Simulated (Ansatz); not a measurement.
## Electronic structure of BH$_{5}$OSi (SMILES OB[SiH3]) in real space

Input file:

```
crystal:
  periodic: [false, false, false]
  atoms:
    - { symbol: O, position_ang: [-1.578, 0.8036, -0.5911] }
    - { symbol: B, position_ang: [-0.178, 0.7458, -0.4923] }
    - { symbol: Si, position_ang: [0.84757, 2.00943, -1.50656] }
    - { symbol: H, position_ang: [-1.7869, 0.2617, -1.3608] }
    - { symbol: H, position_ang: [0.36285, -0.04274, 0.21701] }
    - { symbol: H, position_ang: [0.6087, 1.80959, -2.94796] }
    - { symbol: H, position_ang: [2.33718, 1.77458, -1.25254] }
    - { symbol: H, position_ang: [0.55769, 3.35726, -1.10655] }
basis:
  gaussian: { orbitals: cc-pVDZ }
hamiltonian:
  xc: pbe0
  dispersion: d4
relax:
  f_tol: 0.015
  max_steps: 40
output:
  orbitals: {}
```

Run with:

```sh
ansatz run input.yaml --threads 1 --pin off --max-ram 2048MiB --backend cpu --events-out ev --progress --plain --runs-dir out
```

The fields are those of the relaxed geometry.

All numbers below come from RKS PBE0-D4/cc-pVDZ in Ansatz.

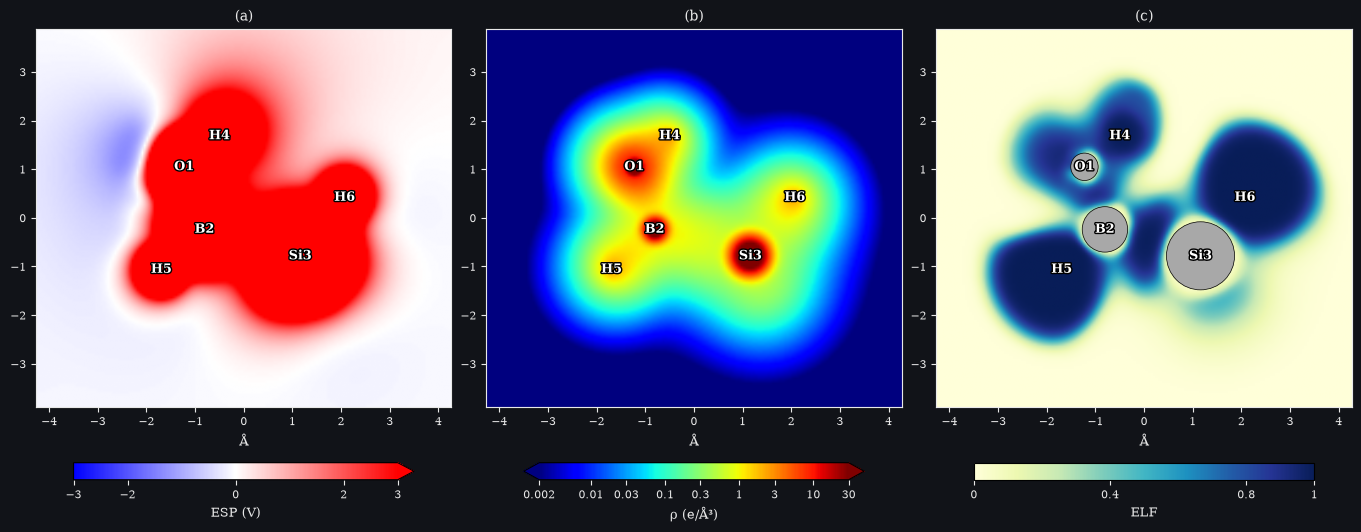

Figure 1. (a) molecular electrostatic potential; (b) total electron density; (c) ELF on the plane of atoms O1, B2 and H5. Grey discs cover the atomic cores in the ELF map.

Interpret the plot.

Atoms in the plane: O, B, Si and H.
B–O (1.35 Å): ρ at the midpoint is about 2.1 e/Å³; the ELF peaks at about 0.90 between the atoms, as expected for a polar covalent bond.
Si–B (2.04 Å): the density is about 0.77 e/Å³ at the midpoint; the ELF peaks at about 1 between the atoms; a covalent bond.
O–H (0.97 Å): ρ at the midpoint is about 3.7 e/Å³; the ELF climbs to about 1 towards the hydrogen, as it does in any bond to H (an ordinary covalent bond to hydrogen).
B–H (1.21 Å): the density is about 1.2 e/Å³ at the midpoint; the ELF climbs to about 1 towards the hydrogen; a covalent bond by its length.
Si–H (1.51 Å): the density is about 0.72 e/Å³ at the midpoint; the ELF climbs to about 1 towards the hydrogen.
The ELF also peaks beside O1, away from the bonds: lone-pair regions.
Outside the dense part of the molecule the potential is most negative (−1.3 V) near O1.

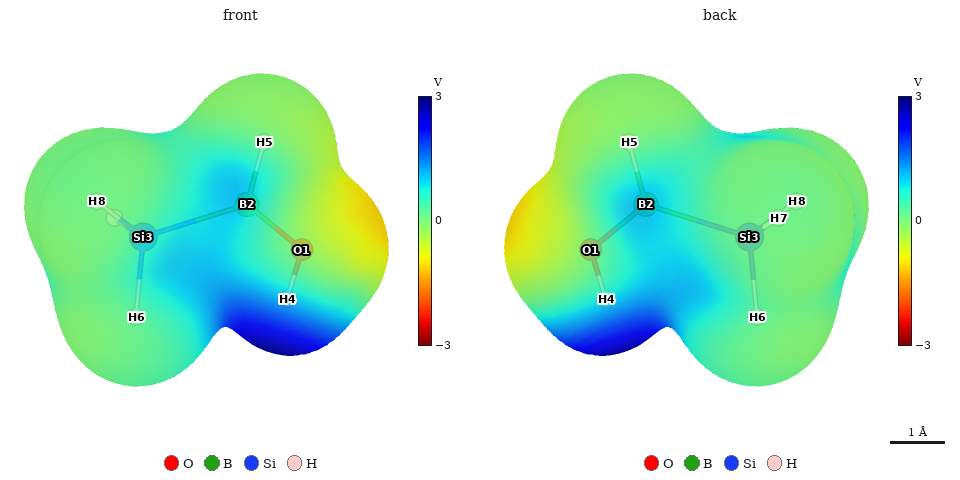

Figure 2. The molecular electrostatic potential painted on the density surface at 0.002 e/bohr³, seen from the front and from behind; the colour scale runs from red (negative) to blue (positive).

Which sites attract a positive test charge, and which a negative one?

A positive charge is drawn to the negative regions and a negative charge to the positive ones. The most negative region (about −1.1 V) lies over O1, the most positive (about +2.8 V) over H4. O1 is the likeliest acceptor of a hydrogen bond.

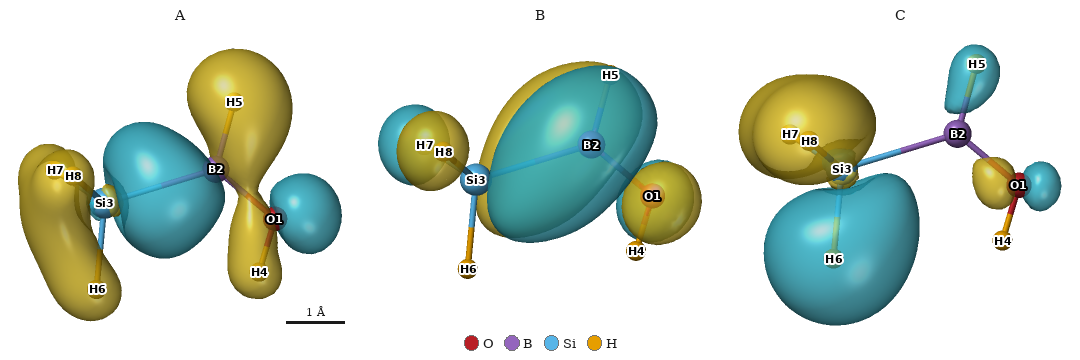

Figure 3. Three frontier orbitals at ±0.1 Å⁻³ᐟ² (yellow and cyan are the two phases), in no order.

Which picture is the HOMO−1, the HOMO and the LUMO?

C is the HOMO−1 (−9.57 eV). By Hirshfeld shares it lies mainly on Si3 (about 40 %), H6 (about 35 %), H7 (about 10 %) and H8 (about 10 %). A is the HOMO (−7.79 eV). It lies mainly on Si3 (about 30 %), B2 (about 30 %), O1 (about 15 %) and H5 (about 15 %). B is the LUMO (−0.97 eV). Its weight (Hirshfeld) is mainly on B2 (about 50 %), Si3 (about 20 %) and O1 (about 15 %).

What is the HOMO–LUMO gap?

6.82 eV between the orbital energies.
